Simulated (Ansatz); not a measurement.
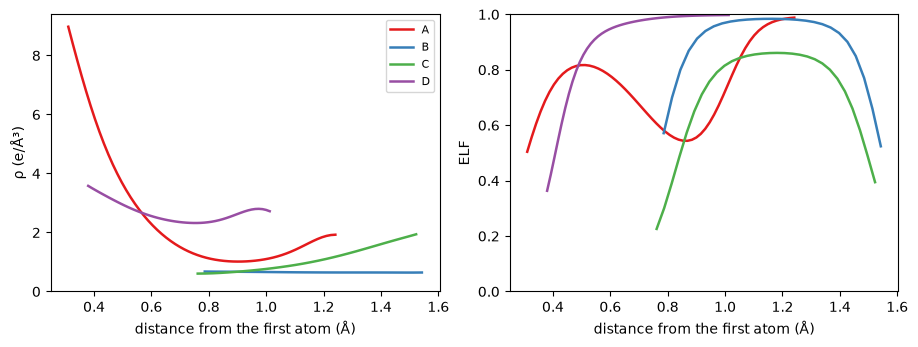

Figure 1: ClFH$_{13}$NSi$_{4}$. Total electron density and electron localisation function along straight lines between neighbouring atoms. The curves leave out the atomic cores.

A transition-state structure; geometry: PBE0-D4/def2-TZVP.

These are results of RKS PBE0-D4/def2-TZVPP (Ansatz 0.2.0), not measurements.

| atom | x (Å) | y (Å) | z (Å) |
| --- | --- | --- | --- |
| Si | -0.3207 | -0.5052 | 0.7508 |
| Si | 2.2442 | -0.4317 | 0.4946 |
| Si | -1.8992 | 1.1195 | 1.3589 |
| Si | -0.8278 | -1.8200 | -1.1031 |
| Cl | -0.3169 | -1.7191 | 2.4648 |
| H | 0.5394 | 1.8708 | -1.1156 |
| N | -0.0515 | 1.1468 | -1.5103 |
| H | 0.9578 | 0.7131 | 0.8415 |
| F | 1.8749 | 1.5433 | 0.7399 |
| H | 2.8011 | -0.0921 | -0.8331 |
| H | 3.1176 | -0.3402 | 1.6813 |
| H | 1.9351 | -1.8998 | 0.3861 |
| H | -2.0651 | 2.1853 | 0.3345 |
| H | -1.4756 | 1.7410 | 2.6400 |
| H | -3.2077 | 0.4389 | 1.5547 |
| H | -1.1535 | -3.2073 | -0.6808 |
| H | 0.3276 | -1.8587 | -2.0380 |
| H | -2.0004 | -1.2417 | -1.8132 |
| H | 0.4287 | 0.7756 | -2.3222 |
| H | -0.9080 | 1.5813 | -1.8307 |

Q: Which curve belongs to which contact (F–H, N–H, Si–Cl and Si–Si)? The first atom named is at distance zero.

A: Curve A: F9···H8 (1.24 Å): the density falls to about 1 e/Å³ on the way; the ELF climbs to about 0.95 towards the hydrogen, as it does in any bond to H. Curve B: Si–Si (2.33 Å): the density is about 0.65 e/Å³ at the midpoint; the ELF peaks at about 1 between the atoms: a covalent bond. Curve C: Si–Cl (2.10 Å): ρ at the midpoint is about 0.83 e/Å³; the ELF peaks at about 0.85 between the atoms; a shared but strongly polarised pair. Curve D: N–H (1.01 Å): ρ is about 2.9 e/Å³ halfway; the ELF climbs to about 1 towards the hydrogen: a covalent bond by its length.
